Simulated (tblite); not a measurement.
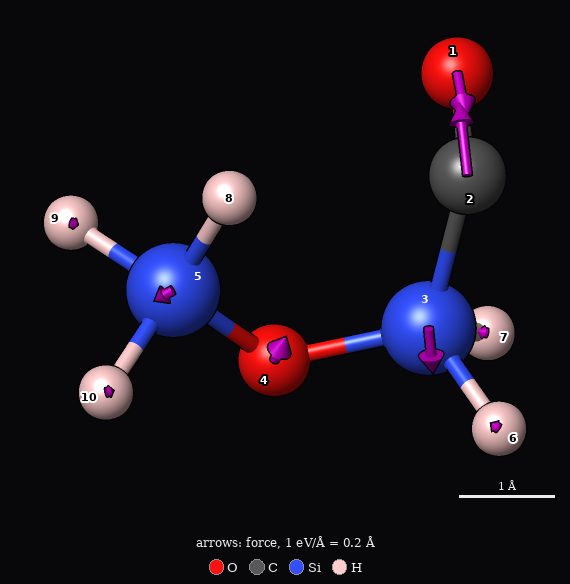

Starting geometry of CH5O2Si2 (multiplicity 2) with the computed forces as purple arrows. The picture is a ball-and-stick view, seen at a tilt.

Theory: tblite, GFN2-xTB geometry optimisation, gas phase. 

What follows when this structure is relaxed?

It isn't relaxed: the largest force vector, on C2, is 4.13 eV/Å. The final displacements have little in common with the starting forces (cosine between the two patterns 0.25). The largest move after the best rigid fit is that of O1, 1.16 Å. By element the largest moves are O 1.16 Å, H 0.83 Å, C 0.46 Å, Si 0.31 Å. Some distances before and after: Si3–Si5 2.872 → 3.208 Å, O4–Si5 1.683 → 1.622 Å, O1–C2 1.227 → 1.176 Å, Si3–O4 1.665 → 1.615 Å. Bond angles that change, for instance: Si3–O4–Si5 118.1° → 164.6°, O1–C2–Si3 122.5° → 140.0°, C2–Si3–H7 109.8° → 122.8°. Groups turn about C2–Si3 by about 55°. After 98 geometry steps the energy has fallen by 19.5 kcal/mol. Cost: 0.53 s on 1 thread of Arm Neoverse V1, with other jobs on the host.
